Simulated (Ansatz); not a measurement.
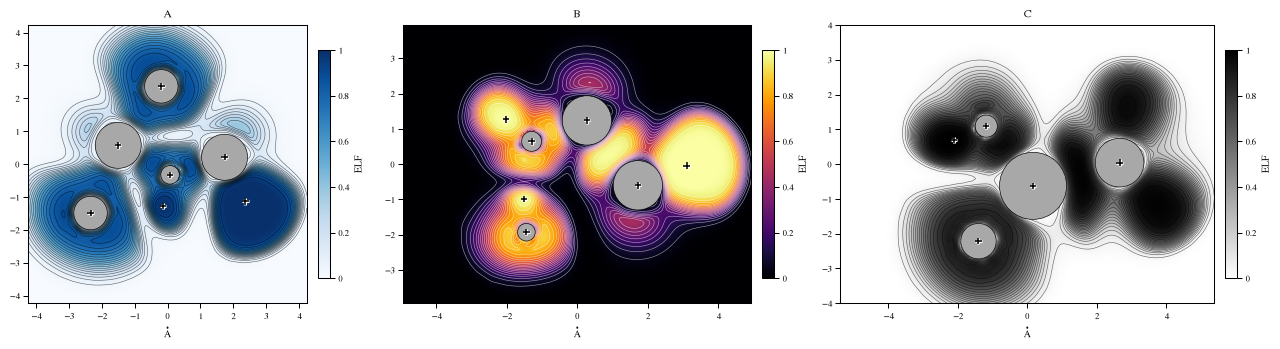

The ELF of 3 systems, each on a plane through atoms (crosses mark nuclei in the plane; grey discs cover the cores).

The calculation used RKS PBE0-D4/def2-TZVPP in Ansatz 0.2.0.

System 1: ClH6MgNSi, the plane of atoms N2, Mg1 and Cl3. The product side of a reaction path; geometry: PBE0-D4/def2-TZVP.

```yaml
atoms:
  - { symbol: Mg, position_ang: [-0.8264, -0.1165, -0.5683] }
  - { symbol: N, position_ang: [1.1047, 0.1059, -1.5561] }
  - { symbol: Cl, position_ang: [-2.0697, -0.3176, -2.4138] }
  - { symbol: H, position_ang: [1.7973, -0.5938, -1.3093] }
  - { symbol: Si, position_ang: [-0.6609, -0.0412, 2.0026] }
  - { symbol: H, position_ang: [0.8972, 0.0039, -2.5464] }
  - { symbol: H, position_ang: [1.5479, 1.0100, -1.4276] }
  - { symbol: H, position_ang: [0.6379, -0.5958, 2.5103] }
  - { symbol: H, position_ang: [-1.7168, -0.8005, 2.7404] }
  - { symbol: H, position_ang: [-0.7112, 1.3455, 2.5681] }
```

System 2: H6OSi2···HF, the plane of atoms Si1, O7 and H11. The product side of a reaction path; geometry: PBE0-D4/def2-TZVP.

```xyz
11

Si   -0.8798   -0.5001   -0.5526
F     1.3401    2.2694    0.0781
H    -0.7490   -1.4376   -1.7025
H    -2.2728   -0.6189   -0.0390
Si    0.7030   -0.9381    1.1135
H     0.6085    1.9377   -0.4142
O    -0.6228    1.0678   -1.0893
H     0.5315   -0.0081    2.2564
H     0.4436   -2.3314    1.5723
H     2.0789   -0.8525    0.5658
H    -1.1813    1.4118   -1.7885
```

System 3: Cl2H6OSi2, the plane of atoms H6, O7 and Si8. The reactant side of a reaction path; geometry: PBE0-D4/def2-TZVP.

```tsv
atom	x (Å)	y (Å)	z (Å)
Si	-0.3127	-1.1306	-0.9884
Cl	0.7990	-2.7892	-0.0082
H	0.5175	-1.1755	-2.1987
H	-1.6136	-1.7906	-0.8223
Cl	-1.2360	0.8081	-1.5515
H	0.8534	-0.8008	0.9639
O	0.3242	-0.1847	0.4199
Si	0.1495	1.4829	0.8931
H	0.7953	2.3759	-0.0794
H	-1.2458	1.7877	1.2400
H	0.9691	1.4167	2.1314
```

> Match each panel to its system.

Panel A is system 3, Cl2H6OSi2: the plane holds Si, Cl, H and O. Si–O (1.74 Å): the ELF peaks at about 0.90 between the atoms (a shared but strongly polarised pair). Panel B is system 2, H6OSi2···HF: the plane holds Si, F, H and O. O7···H6 (1.65 Å): the ELF dips to about 0.20 between them: by its geometry a hydrogen bond between the two molecules, with no shared pair. Panel C is system 1, ClH6MgNSi: the plane holds Mg, N, Cl, Si and H. Mg–N (2.18 Å): the ELF peaks at about 0.95 in the valence shell of N, 0.7 Å from its nucleus, and is about 0.60 at the midpoint.
